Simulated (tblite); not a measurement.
# CH$_{2}$F$_{4}$Si: geometry relaxation (part 2 of 2)

Continued. System: CH$_{2}$F$_{4}$Si, SMILES F[SiH2]C(F)(F)F. Method: GFN2-xTB geometry optimisation, gas phase (tblite 0.8.0). 

Geometry of the input (Å):
```
F  1.3649  1.6247  -0.1721
Si 0.9308  -0.0036  -0.0069
C  -0.9301  -0.0679  -0.0528
F  -1.3485  0.4268  1.1749
F  -1.4421  0.7142  -1.0646
F  -1.4228  -1.3387  -0.2168
H  1.5309  -0.8427  -1.0327
H  1.3259  -0.5033  1.3464
```

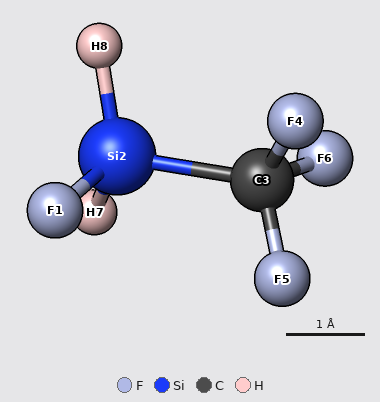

**Figure 1.** The geometry at step 37 of the log (ball-and-stick view, seen at a tilt; atoms are numbered from 1 in the order of the input).

## Trajectory as extended XYZ, continued
```
8
Properties=species:S:1:pos:R:3:forces:R:3 step=26 energy=-649.94989
F     1.4002    1.4996   -0.1575    0.0010   0.0040   0.0050
Si    1.0133   -0.0384    0.0361    0.0110  -0.0090  -0.0010
C    -0.9342   -0.0539   -0.0280    0.0000   0.0020   0.0010
F    -1.4961    0.4143    1.1030   -0.0070   0.0100   0.0030
F    -1.4352    0.6832   -1.0350   -0.0090  -0.0040  -0.0070
F    -1.4274   -1.2993   -0.1969   -0.0020  -0.0030   0.0010
H     1.4892   -0.7660   -1.1226    0.0010   0.0060   0.0080
H     1.3992   -0.4300    1.3763    0.0040  -0.0050  -0.0100
8
Properties=species:S:1:pos:R:3:forces:R:3 step=27 energy=-649.94991
F     1.4003    1.4996   -0.1568    0.0010   0.0050   0.0050
Si    1.0132   -0.0384    0.0362    0.0080  -0.0060  -0.0030
C    -0.9344   -0.0537   -0.0283    0.0010   0.0010   0.0060
F    -1.4967    0.4146    1.1025   -0.0050   0.0130   0.0030
F    -1.4355    0.6833   -1.0356   -0.0070  -0.0120  -0.0040
F    -1.4270   -1.2995   -0.1959   -0.0020   0.0000  -0.0060
H     1.4890   -0.7659   -1.1223    0.0020   0.0040   0.0050
H     1.4002   -0.4306    1.3757    0.0020  -0.0060  -0.0070
8
Properties=species:S:1:pos:R:3:forces:R:3 step=28 energy=-649.94993
F     1.4003    1.4997   -0.1559    0.0020   0.0040   0.0040
Si    1.0133   -0.0384    0.0365    0.0020   0.0000  -0.0030
C    -0.9345   -0.0533   -0.0284    0.0000   0.0000   0.0090
F    -1.4977    0.4152    1.1019   -0.0030   0.0140   0.0020
F    -1.4358    0.6830   -1.0364   -0.0050  -0.0170   0.0000
F    -1.4263   -1.2997   -0.1951   -0.0030   0.0040  -0.0090
H     1.4882   -0.7657   -1.1222    0.0050   0.0010  -0.0020
H     1.4015   -0.4315    1.3751    0.0020  -0.0070  -0.0020
8
Properties=species:S:1:pos:R:3:forces:R:3 step=29 energy=-649.94995
F     1.4004    1.5000   -0.1548    0.0020   0.0020   0.0040
Si    1.0134   -0.0383    0.0367   -0.0050   0.0080  -0.0020
C    -0.9347   -0.0529   -0.0284   -0.0020  -0.0010   0.0090
F    -1.4989    0.4162    1.1012    0.0000   0.0130   0.0000
F    -1.4360    0.6823   -1.0372   -0.0010  -0.0200   0.0030
F    -1.4256   -1.2999   -0.1943   -0.0030   0.0070  -0.0090
H     1.4873   -0.7655   -1.1221    0.0080  -0.0010  -0.0080
H     1.4030   -0.4325    1.3743    0.0010  -0.0070   0.0030
8
Properties=species:S:1:pos:R:3:forces:R:3 step=30 energy=-649.94999
F     1.4007    1.5004   -0.1532    0.0010   0.0000   0.0040
Si    1.0135   -0.0381    0.0369   -0.0110   0.0140  -0.0010
C    -0.9349   -0.0524   -0.0282   -0.0030  -0.0020   0.0070
F    -1.5004    0.4178    1.1003    0.0040   0.0090  -0.0030
F    -1.4365    0.6810   -1.0383    0.0030  -0.0190   0.0050
F    -1.4248   -1.3000   -0.1933   -0.0020   0.0080  -0.0050
H     1.4864   -0.7651   -1.1220    0.0090  -0.0030  -0.0140
H     1.4051   -0.4342    1.3732   -0.0010  -0.0070   0.0070
8
Properties=species:S:1:pos:R:3:forces:R:3 step=31 energy=-649.95002
F     1.4011    1.5009   -0.1515    0.0000  -0.0020   0.0040
Si    1.0135   -0.0377    0.0370   -0.0120   0.0140   0.0000
C    -0.9353   -0.0519   -0.0279   -0.0030  -0.0020   0.0030
F    -1.5018    0.4197    1.0995    0.0070   0.0050  -0.0040
F    -1.4373    0.6792   -1.0394    0.0070  -0.0120   0.0030
F    -1.4245   -1.3000   -0.1923   -0.0020   0.0050   0.0020
H     1.4864   -0.7646   -1.1220    0.0080  -0.0020  -0.0160
H     1.4070   -0.4362    1.3721   -0.0040  -0.0050   0.0070
8
Properties=species:S:1:pos:R:3:forces:R:3 step=32 energy=-649.95005
F     1.4015    1.5012   -0.1506   -0.0020  -0.0020   0.0040
Si    1.0132   -0.0373    0.0369   -0.0060   0.0060   0.0000
C    -0.9357   -0.0518   -0.0278   -0.0010  -0.0020  -0.0010
F    -1.5021    0.4211    1.0991    0.0060   0.0020  -0.0030
F    -1.4382    0.6779   -1.0400    0.0080  -0.0040   0.0000
F    -1.4248   -1.2998   -0.1917   -0.0010   0.0000   0.0090
H     1.4873   -0.7642   -1.1220    0.0030   0.0030  -0.0120
H     1.4078   -0.4376    1.3713   -0.0080  -0.0030   0.0040
8
Properties=species:S:1:pos:R:3:forces:R:3 step=33 energy=-649.95006
F     1.4016    1.5013   -0.1504   -0.0030  -0.0010   0.0040
Si    1.0129   -0.0371    0.0367    0.0010  -0.0020  -0.0010
C    -0.9359   -0.0519   -0.0278    0.0020  -0.0020  -0.0020
F    -1.5017    0.4215    1.0991    0.0050   0.0020  -0.0010
F    -1.4386    0.6773   -1.0400    0.0060   0.0000  -0.0040
F    -1.4252   -1.2998   -0.1914   -0.0010  -0.0030   0.0110
H     1.4884   -0.7639   -1.1221   -0.0010   0.0070  -0.0070
H     1.4076   -0.4382    1.3712   -0.0090  -0.0010   0.0000
8
Properties=species:S:1:pos:R:3:forces:R:3 step=34 energy=-649.95007
F     1.4016    1.5014   -0.1502   -0.0030   0.0000   0.0040
Si    1.0127   -0.0369    0.0365    0.0070  -0.0090  -0.0020
C    -0.9360   -0.0520   -0.0278    0.0040  -0.0010  -0.0020
F    -1.5013    0.4219    1.0991    0.0030   0.0020   0.0000
F    -1.4388    0.6769   -1.0401    0.0050   0.0020  -0.0060
F    -1.4257   -1.2997   -0.1909   -0.0010  -0.0050   0.0110
H     1.4893   -0.7636   -1.1223   -0.0040   0.0100  -0.0020
H     1.4072   -0.4386    1.3711   -0.0100   0.0010  -0.0030
8
Properties=species:S:1:pos:R:3:forces:R:3 step=35 energy=-649.95010
F     1.4016    1.5016   -0.1493   -0.0040   0.0030   0.0040
Si    1.0124   -0.0368    0.0362    0.0160  -0.0190  -0.0040
C    -0.9362   -0.0522   -0.0279    0.0080  -0.0010  -0.0020
F    -1.5005    0.4231    1.0989    0.0010   0.0030   0.0020
F    -1.4389    0.6759   -1.0406    0.0020   0.0050  -0.0090
F    -1.4263   -1.2998   -0.1895   -0.0010  -0.0070   0.0110
H     1.4907   -0.7626   -1.1230   -0.0100   0.0150   0.0050
H     1.4063   -0.4397    1.3707   -0.0110   0.0020  -0.0070
8
Properties=species:S:1:pos:R:3:forces:R:3 step=36 energy=-649.95017
F     1.4016    1.5020   -0.1465   -0.0050   0.0050   0.0030
Si    1.0119   -0.0365    0.0354    0.0290  -0.0350  -0.0050
C    -0.9364   -0.0525   -0.0279    0.0130   0.0000  -0.0020
F    -1.4996    0.4264    1.0978   -0.0020   0.0050   0.0040
F    -1.4389    0.6729   -1.0425   -0.0030   0.0080  -0.0130
F    -1.4273   -1.3002   -0.1854   -0.0020  -0.0100   0.0100
H     1.4927   -0.7599   -1.1251   -0.0170   0.0220   0.0160
H     1.4050   -0.4428    1.3696   -0.0120   0.0050  -0.0130
8
Properties=species:S:1:pos:R:3:forces:R:3 step=37 energy=-649.95033
F     1.4013    1.5033   -0.1382   -0.0070   0.0080   0.0020
Si    1.0113   -0.0361    0.0339    0.0470  -0.0550  -0.0060
C    -0.9366   -0.0529   -0.0278    0.0180   0.0020  -0.0030
F    -1.4986    0.4354    1.0944   -0.0040   0.0070   0.0050
F    -1.4384    0.6650   -1.0479   -0.0110   0.0090  -0.0170
F    -1.4287   -1.3012   -0.1748   -0.0020  -0.0120   0.0060
H     1.4956   -0.7529   -1.1305   -0.0290   0.0330   0.0320
H     1.4031   -0.4511    1.3663   -0.0110   0.0080  -0.0200
8
Properties=species:S:1:pos:R:3:forces:R:3 step=38 energy=-649.95064
F     1.4006    1.5062   -0.1191   -0.0100   0.0050   0.0010
Si    1.0107   -0.0356    0.0312    0.0670  -0.0730  -0.0040
C    -0.9367   -0.0532   -0.0272    0.0160   0.0030  -0.0060
F    -1.4983    0.4557    1.0861    0.0010   0.0070  -0.0040
F    -1.4368    0.6471   -1.0606   -0.0210   0.0040  -0.0120
F    -1.4299   -1.3037   -0.1513    0.0000  -0.0040   0.0010
H     1.4986   -0.7376   -1.1421   -0.0440   0.0460   0.0510
H     1.4009   -0.4695    1.3585   -0.0090   0.0120  -0.0260
8
Properties=species:S:1:pos:R:3:forces:R:3 step=39 energy=-649.95104
F     1.3992    1.5099   -0.0908   -0.0120  -0.0090  -0.0020
Si    1.0109   -0.0353    0.0282    0.0700  -0.0680   0.0040
C    -0.9364   -0.0530   -0.0261   -0.0030   0.0030  -0.0120
F    -1.4999    0.4851    1.0728    0.0180  -0.0020  -0.0280
F    -1.4338    0.6210   -1.0793   -0.0250  -0.0150   0.0090
F    -1.4299   -1.3069   -0.1175    0.0040   0.0230  -0.0060
H     1.4991   -0.7154   -1.1585   -0.0510   0.0530   0.0590
H     1.3999   -0.4959    1.3467   -0.0010   0.0130  -0.0230
8
Properties=species:S:1:pos:R:3:forces:R:3 step=40 energy=-649.95147
F     1.3976    1.5116   -0.0710   -0.0060  -0.0090  -0.0050
Si    1.0122   -0.0358    0.0269    0.0340  -0.0390   0.0110
C    -0.9355   -0.0523   -0.0253   -0.0100   0.0020  -0.0150
F    -1.5023    0.5046    1.0623    0.0300  -0.0020  -0.0300
F    -1.4311    0.6028   -1.0917   -0.0240  -0.0210   0.0150
F    -1.4281   -1.3081   -0.0950    0.0030   0.0260  -0.0120
H     1.4955   -0.7001   -1.1689   -0.0370   0.0400   0.0370
H     1.4008   -0.5131    1.3381    0.0110   0.0040   0.0010
8
Properties=species:S:1:pos:R:3:forces:R:3 step=41 energy=-649.95176
F     1.3972    1.5117   -0.0591    0.0010  -0.0010  -0.0060
Si    1.0135   -0.0367    0.0274   -0.0150   0.0020   0.0200
C    -0.9348   -0.0514   -0.0248    0.0010  -0.0010  -0.0160
F    -1.5058    0.5155    1.0545    0.0320   0.0080  -0.0070
F    -1.4295    0.5916   -1.0987   -0.0200  -0.0110  -0.0020
F    -1.4256   -1.3081   -0.0828   -0.0060  -0.0010  -0.0140
H     1.4893   -0.6906   -1.1739   -0.0120   0.0140  -0.0060
H     1.4047   -0.5226    1.3328    0.0190  -0.0100   0.0320
8
Properties=species:S:1:pos:R:3:forces:R:3 step=42 energy=-649.95187
F     1.3974    1.5132   -0.0420   -0.0040  -0.0230  -0.0060
Si    1.0137   -0.0367    0.0271   -0.0160   0.0270   0.0280
C    -0.9348   -0.0509   -0.0243   -0.0210  -0.0010  -0.0200
F    -1.5086    0.5329    1.0450    0.0460  -0.0060  -0.0290
F    -1.4282    0.5750   -1.1099   -0.0120  -0.0240   0.0220
F    -1.4248   -1.3093   -0.0637   -0.0010   0.0240  -0.0130
H     1.4863   -0.6766   -1.1825   -0.0080   0.0110  -0.0120
H     1.4081   -0.5384    1.3257    0.0160  -0.0080   0.0290
8
Properties=species:S:1:pos:R:3:forces:R:3 step=43 energy=-649.95205
F     1.3979    1.5132   -0.0333   -0.0040  -0.0200  -0.0030
Si    1.0138   -0.0369    0.0277   -0.0220   0.0320   0.0260
C    -0.9349   -0.0508   -0.0246   -0.0160  -0.0060  -0.0150
F    -1.5090    0.5419    1.0393    0.0420  -0.0020  -0.0190
F    -1.4281    0.5656   -1.1153   -0.0100  -0.0160   0.0110
F    -1.4252   -1.3093   -0.0539    0.0000   0.0160  -0.0100
H     1.4844   -0.6678   -1.1869   -0.0030   0.0040  -0.0200
H     1.4102   -0.5464    1.3224    0.0140  -0.0080   0.0300
8
Properties=species:S:1:pos:R:3:forces:R:3 step=44 energy=-649.95246
F     1.3978    1.5135   -0.0082   -0.0060  -0.0150   0.0050
Si    1.0134   -0.0373    0.0284   -0.0090   0.0200   0.0100
C    -0.9349   -0.0515   -0.0262   -0.0140  -0.0150  -0.0040
F    -1.5054    0.5689    1.0234    0.0260  -0.0030  -0.0100
F    -1.4290    0.5378   -1.1309   -0.0060  -0.0040   0.0010
F    -1.4278   -1.3094   -0.0243    0.0050   0.0170  -0.0040
H     1.4829   -0.6415   -1.2005   -0.0010  -0.0030  -0.0110
H     1.4120   -0.5710    1.3137    0.0050   0.0010   0.0140
8
Properties=species:S:1:pos:R:3:forces:R:3 step=45 energy=-649.95257
F     1.3965    1.5129   -0.0032   -0.0010   0.0040   0.0090
Si    1.0131   -0.0377    0.0287   -0.0020  -0.0010  -0.0020
C    -0.9346   -0.0523   -0.0277    0.0110  -0.0110   0.0000
F    -1.5001    0.5750    1.0197    0.0030   0.0090   0.0150
F    -1.4309    0.5312   -1.1336   -0.0100   0.0120  -0.0230
F    -1.4294   -1.3086   -0.0178   -0.0030  -0.0120   0.0000
H     1.4845   -0.6344   -1.2033    0.0000  -0.0070  -0.0070
H     1.4100   -0.5766    1.3127    0.0030   0.0050   0.0060
8
Properties=species:S:1:pos:R:3:forces:R:3 step=46 energy=-649.95256
F     1.3951    1.5136    0.0094   -0.0030  -0.0080   0.0100
Si    1.0132   -0.0379    0.0281    0.0090   0.0000  -0.0050
C    -0.9343   -0.0526   -0.0284   -0.0120  -0.0040  -0.0020
F    -1.4977    0.5884    1.0128    0.0070  -0.0090  -0.0120
F    -1.4314    0.5186   -1.1415    0.0000  -0.0050   0.0100
F    -1.4299   -1.3089   -0.0030    0.0010   0.0180   0.0000
H     1.4849   -0.6232   -1.2100   -0.0030  -0.0020   0.0050
H     1.4091   -0.5886    1.3081    0.0010   0.0120  -0.0070
8
Properties=species:S:1:pos:R:3:forces:R:3 step=47 energy=-649.95259
F     1.3954    1.5132    0.0014    0.0000   0.0010   0.0090
Si    1.0132   -0.0378    0.0282    0.0010  -0.0020  -0.0020
C    -0.9344   -0.0525   -0.0282    0.0030  -0.0030  -0.0030
F    -1.4983    0.5798    1.0175    0.0030   0.0020   0.0040
F    -1.4315    0.5270   -1.1364   -0.0040   0.0020  -0.0060
F    -1.4294   -1.3086   -0.0125   -0.0050  -0.0030   0.0000
H     1.4852   -0.6308   -1.2057   -0.0010  -0.0040  -0.0020
H     1.4089   -0.5808    1.3112    0.0030   0.0070   0.0010
```

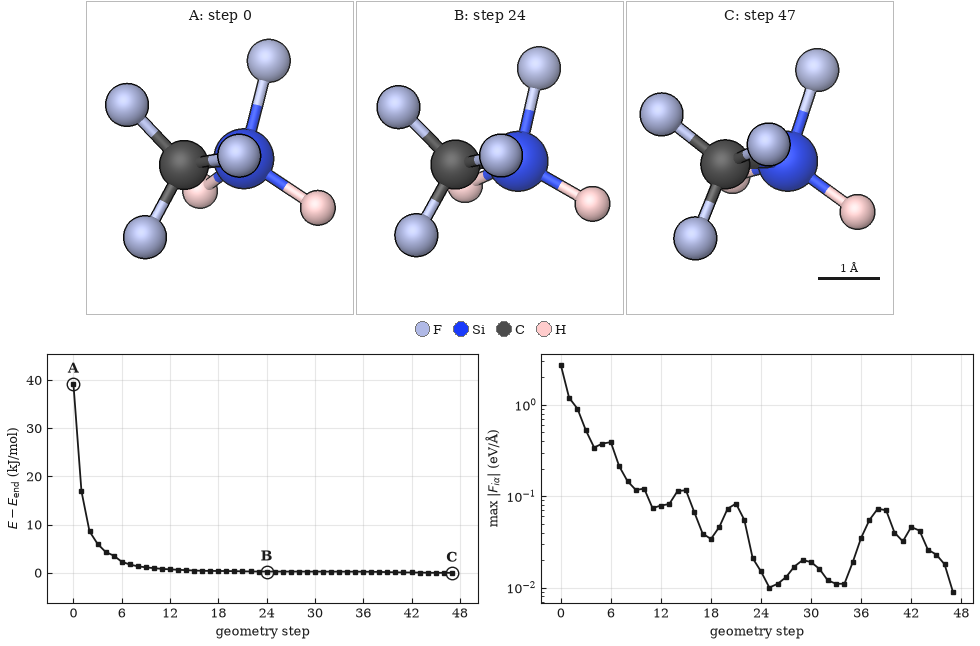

**Figure 2.** Frames of the relaxation (ball-and-stick view, seen at a tilt) above the curves, on which the letters mark them (steps are counted from 0).

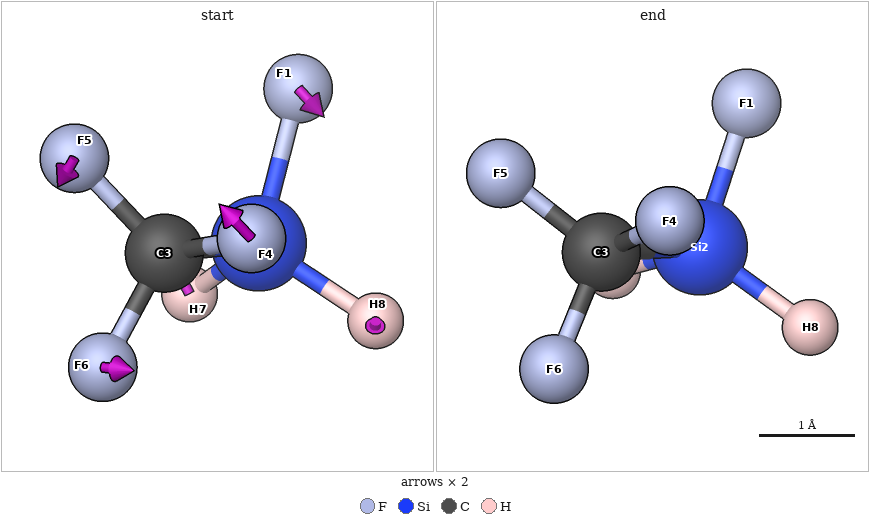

**Figure 3.** Before (left) and after (right) the relaxation, at one scale (ball-and-stick view, seen at a tilt). The pink arrows give the displacements, magnified 2 times. H7 moves most after the best rigid fit: 0.28 Å. Largest moves by element: H 0.28 Å, F 0.27 Å, Si 0.10 Å, C 0.03 Å. Distances before and after: F1–Si2 1.693 → 1.598 Å, Si2–C3 1.863 → 1.948 Å, Si2–H8 1.496 → 1.448 Å, C3–F4 1.388 → 1.346 Å. Among the angles that change: H7–Si2–H8 109.7° → 120.8°, Si2–C3–F4 105.5° → 113.1°, C3–Si2–H7 112.0° → 107.3°. After 47 geometry steps the energy has fallen by 39.2 kJ/mol. Largest force component: 2.7 eV/Å at the start, 0.009 eV/Å at the end. (Atoms are counted from 1 in the order of the input.)
